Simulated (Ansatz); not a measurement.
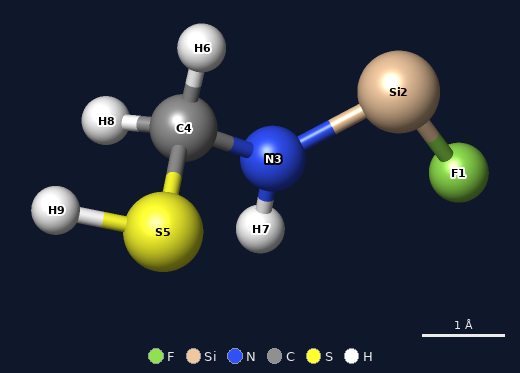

CH4FNSSi, before the relaxation. A ball-and-stick model, seen from a free direction.

The start comes from PBE-D4/def2-SVP.

Computed with Ansatz 0.2.0, RKS PBE0-D4/def2-TZVP.

Input file:
```yaml
crystal:
  periodic: [false, false, false]
  atoms:
    - {symbol: F, position_ang: [1.857686, 0.058272, -2.708957]}
    - {symbol: Si, position_ang: [0.752606, 0.989910, -1.890550]}
    - {symbol: N, position_ang: [0.312067, -0.189416, -0.676772]}
    - {symbol: C, position_ang: [-0.613942, 0.048158, 0.394135]}
    - {symbol: S, position_ang: [0.288045, 0.121934, 2.021635]}
    - {symbol: H, position_ang: [-1.133102, 1.014130, 0.214812]}
    - {symbol: H, position_ang: [0.781777, -1.104376, -0.637952]}
    - {symbol: H, position_ang: [-1.383365, -0.748666, 0.468053]}
    - {symbol: H, position_ang: [-0.773272, -0.236246, 2.798497]}
basis:
  gaussian: {orbitals: def2-TZVP}
hamiltonian: {xc: pbe0, dispersion: d4}
relax: {f_tol: 0.005, max_steps: 150}
```

Launched with:
```bash
ansatz run in.yaml --threads 4 --pin off --events-out ev --progress --plain --max-ram 10444MiB
```

Where does the relaxation end?

Over 7 accepted moves (8 points after the start) the energy falls by 0.073 eV. The largest force component goes from 1.2 to 0.0032 eV/Å. The line search rejected the trial step at point 4 of the run. H9 moves most after the best rigid fit: 0.098 Å. Largest moves by element: H 0.098 Å, F 0.063 Å, S 0.061 Å, Si 0.047 Å, C 0.022 Å, N 0.018 Å. Some distances before and after: F1–Si2 1.661 → 1.621 Å, Si2–N3 1.749 → 1.713 Å, C4–S5 1.862 → 1.831 Å, S5–H9 1.363 → 1.343 Å.

Step by step:

```
step  E − E(0), eV  largest force component, eV/Å      note
   0        0.0000                         1.1769          
   1       -0.0544                         0.7331          
   2       -0.0721                         0.1046          
   3       -0.0727                         0.0485          
   4       -0.0726                         0.0716  rejected
   5       -0.0729                         0.0090          
   6       -0.0731                         0.0108          
   7       -0.0731                         0.0068          
   8       -0.0731                         0.0032
```

The structure at the end:

```xyz
9

F     1.8172    0.0948   -2.6783
Si    0.7379    0.9738   -1.8485
N     0.3253   -0.2001   -0.6717
C    -0.6044    0.0286    0.3916
S     0.2870    0.0695    1.9908
H    -1.1009    0.9881    0.2271
H     0.7760   -1.1067   -0.6438
H    -1.3657   -0.7523    0.4421
H    -0.7839   -0.1421    2.7737
```

The end point in the same view:

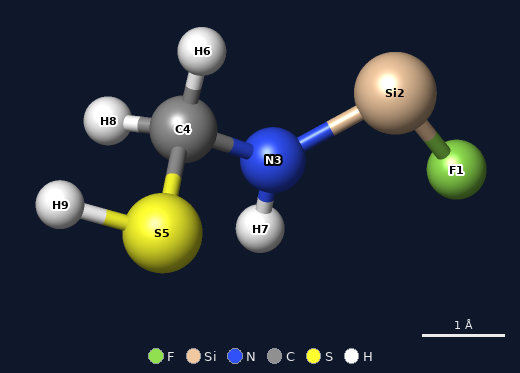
